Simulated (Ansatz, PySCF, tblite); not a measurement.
Bond stretch in PH, triplet.

Methods: GFN2-xTB, 300 K electronic temperature (tblite); UHF/STO-3G = unrestricted Hartree-Fock/STO-3G run with PySCF; UCCSD = CCSD on UHF/aug-cc-pVDZ, frozen core (Ansatz, a program for electronic structure); UMP2/3-21G = PySCF with unrestricted MP2 (frozen core)/3-21G.

Energies are in kJ/mol, each relative to the lowest point of its own curve near equilibrium.

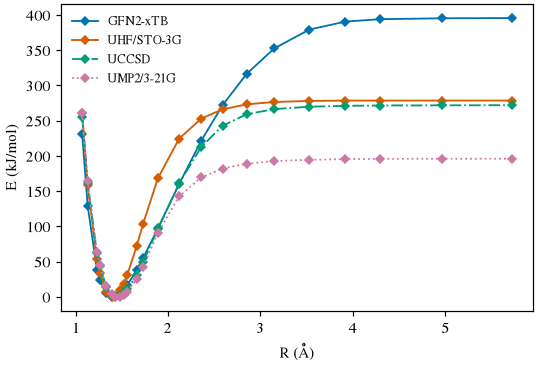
*Energy against bond length for each method.*

```tsv
R / Å	GFN2-xTB	UHF/STO-3G	UCCSD	UMP2/3-21G
1.07	231.3	261.0	255.7	260.8
1.13	129.2	158.2	160.8	164.0
1.23	38.6	53.1	62.1	64.1
1.26	24.1	34.2	43.4	45.2
1.33	4.9	7.4	14.6	16.0
1.39	0.0	0.0	2.8	3.5
1.43	0.7	1.4	0.0	0.1
1.48	5.0	9.0	1.0	0.0
1.52	10.4	18.9	4.8	2.7
1.56	17.1	31.6	10.6	7.3
1.66	38.0	71.8	31.6	25.4
1.73	54.9	103.6	49.8	42.6
1.89	97.1	168.3	96.0	90.5
2.12	160.1	224.4	161.0	142.6
2.36	221.7	252.9	212.9	169.5
2.59	271.8	266.1	242.8	182.0
2.85	316.3	273.1	259.1	188.9
3.15	352.6	276.5	266.5	192.6
3.53	379.2	278.0	269.8	194.5
3.92	390.6	278.4	271.0	195.4
4.29	394.0	278.5	271.5	195.7
4.97	395.3	278.5	271.8	196.0
5.72	395.6	278.5	271.9	196.0
```

At the longest distance, 5.72 Å, GFN2-xTB lies highest above its minimum (395.6 kJ/mol) and UMP2/3-21G lowest (196.0 kJ/mol).

The unrestricted determinant behind UHF/STO-3G is spin-contaminated at 1.73 to 5.72 Å (<S²> up to 3.0, against 2.00 for a pure triplet). The unrestricted determinant behind UCCSD, UMP2/3-21G is spin-contaminated at 1.89 to 5.72 Å (<S²> up to 3.0, against 2.00 for a pure triplet).
